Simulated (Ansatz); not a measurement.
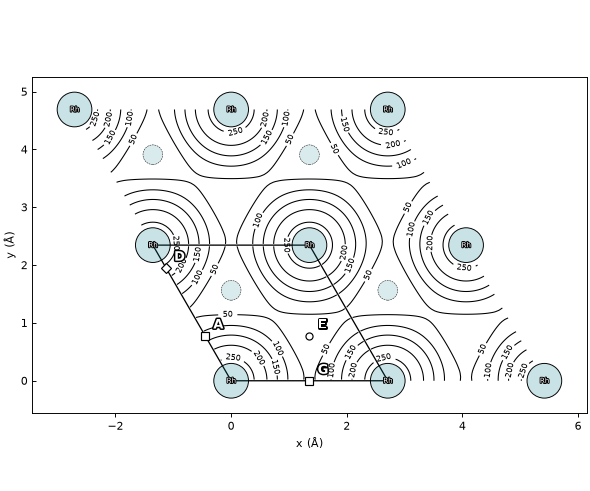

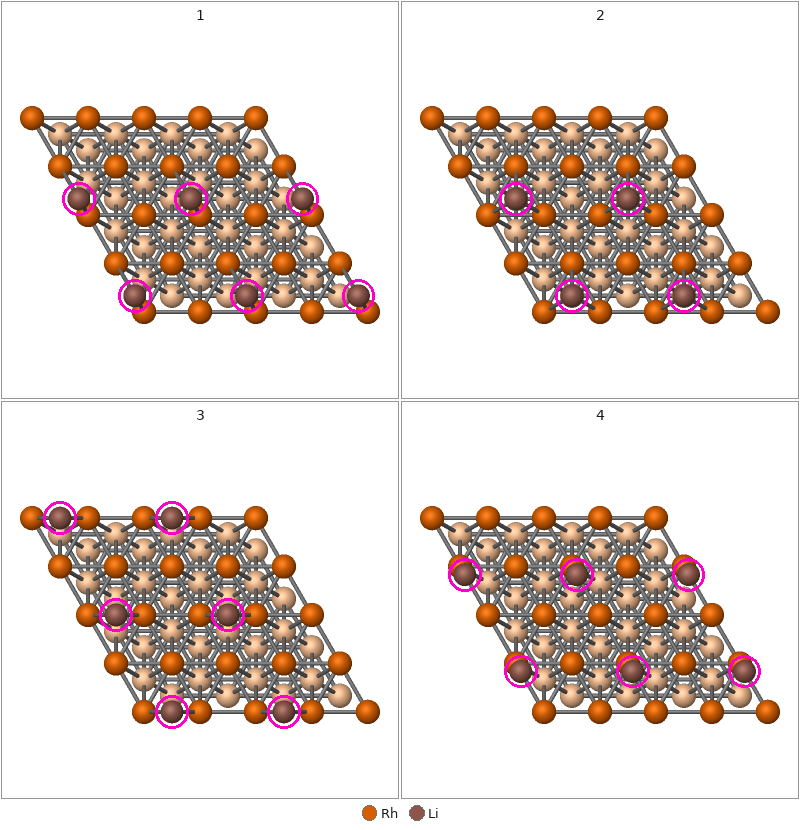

Li on a Rh(111) slab cut from the Fm-3m phase, its upper half relaxed before the scan (12 atoms of substrate and one adsorbate in a 2 × 2 cell). 
- Li is moved over the surface cell; relaxed at each place: the height of the adsorbate's atoms; substrate rigid; the origin of the map has the adsorbate above Rh9.
- Places are given modulo a cell vector. The map is drawn in real space over the plane of the surface.
- Grid: 6 × 6 points; 10 points were computed and 26 follow by symmetry.
- Places are given in fractions of the 1 × 1 surface cell.
- Energies are in meV, from the lowest grid point.
- Computed with Ansatz 0.2.0, DFT PBE, scalar-relativistic, plane waves, PAW. Settings: cutoff 420 eV, k-mesh 6×6×1, gaussian smearing 0.1 eV, no spin polarisation.

Drawn: contour lines labelled in meV, labelled circles for the atoms of the top layer and small ones for the second layer, the outline of one cell of the 2 × 2 shown, lettered points. Between grid points the surface is interpolated. The numbered pictures are the structures at these points, in random order. Rings mark the moved atoms.

### Which structure belongs to which point?

A is structure 1: (0/6, 2/6) of the cell vectors [nearest 1 Rh at 2.34 Å], 121 meV; D is structure 4: (0/6, 5/6) of the cell vectors [nearest 1 Rh at 2.31 Å], 240 meV; E is structure 2: a threefold hollow over a third-layer Rh atom, (4/6, 2/6) of the cell vectors, 16 meV; G is structure 3: a bridge site between two Rh atoms, (3/6, 0/6) of the cell vectors, 46 meV.

PAW datasets: the set soft_1.
